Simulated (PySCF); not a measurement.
C10H8, SMILES `c1ccc2ccccc2c1`.

PySCF calculation, LDA (SVWN)/6-31+G*, gas phase; geometry: GFN2-xTB. No frequency check shows the geometry to be a minimum. The basis has diffuse s and p functions alone, which still leaves polarisabilities too small, most of all across bonds.

Cartesian coordinates (Å):

```
C1      -2.4143   -0.7019    0.0000
C2      -2.4143    0.7019    0.0000
C3      -1.2348    1.3919    0.0000
C4      -0.0000    0.7098    0.0000
C5       1.2348    1.3919    0.0000
C6       2.4143    0.7019    0.0000
C7       2.4143   -0.7019    0.0000
C8       1.2348   -1.3919    0.0000
C9      -0.0000   -0.7098    0.0000
C10     -1.2348   -1.3919    0.0000
H11     -3.3561   -1.2311    0.0000
H12     -3.3561    1.2311    0.0000
H13     -1.2295    2.4729    0.0000
H14      1.2295    2.4729    0.0000
H15      3.3562    1.2311    0.0000
H16      3.3562   -1.2311    0.0000
H17      1.2295   -2.4729    0.0000
H18     -1.2295   -2.4729    0.0000
```

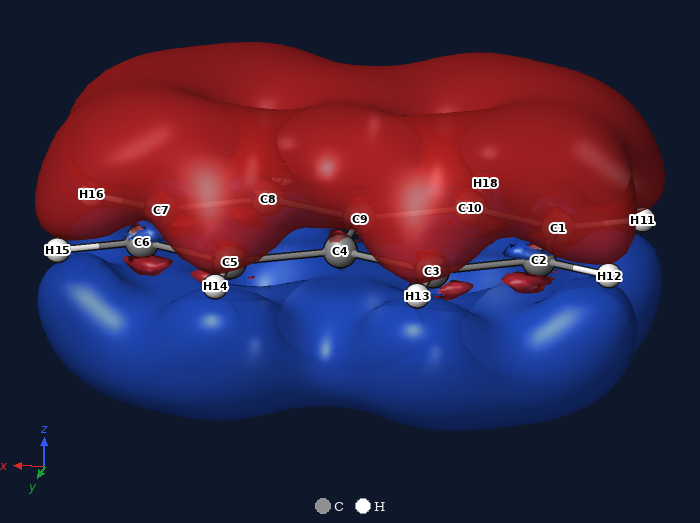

Change of the electron density in a uniform field of 0.26 V/Å, surfaces at ±0.0006 e/Å³ (blue: gain, red: loss).

Question: Along which Cartesian direction does the field point?

Answer: Along +z: electrons gather on the −z side, against the field.

Question: How large is the response?

Answer: The induced dipole is 0.78 D (along the field); α along this axis, from the fields in both directions, is 61 bohr³ (9.1 Å³).

Question: Which atoms gain and lose the most charge?

Answer: Hardly any: no atom's Hirshfeld charge changes by as much as 0.002 e. The density shifts from one side of each atom to the other; 0.069 electrons are displaced in all.
